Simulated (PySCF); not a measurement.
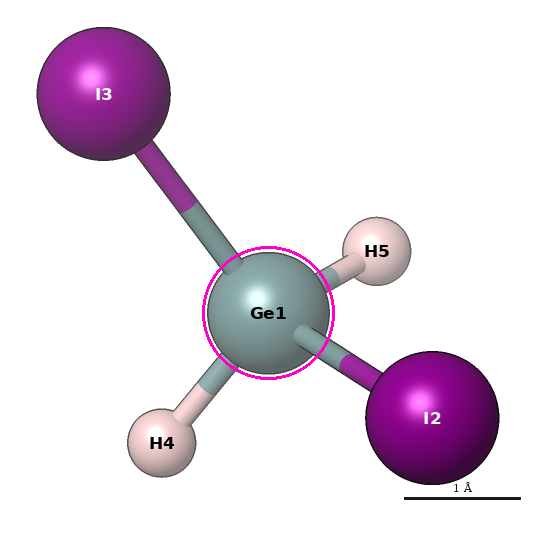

Orthographic view. Atoms fade into the background with distance from the viewer. The geometry was computed by an optimisation with PBE0-D3(BJ)/def2-SVP. No frequency run is at hand to confirm it as a minimum.

Q: Name the neighbours of the circled atom.

A: The circled atom is Ge1; it is bonded to I2, I3, H4, H5.

Q: Which two atoms are farthest apart in space?

A: I2 and I3, 4.14 Å.

Q: Which atom is farthest from the viewer?

A: H5, 1.3 Å behind the mean position.

Q: Which atom is nearest the viewer?

A: I2, 1.6 Å in front of the mean position.
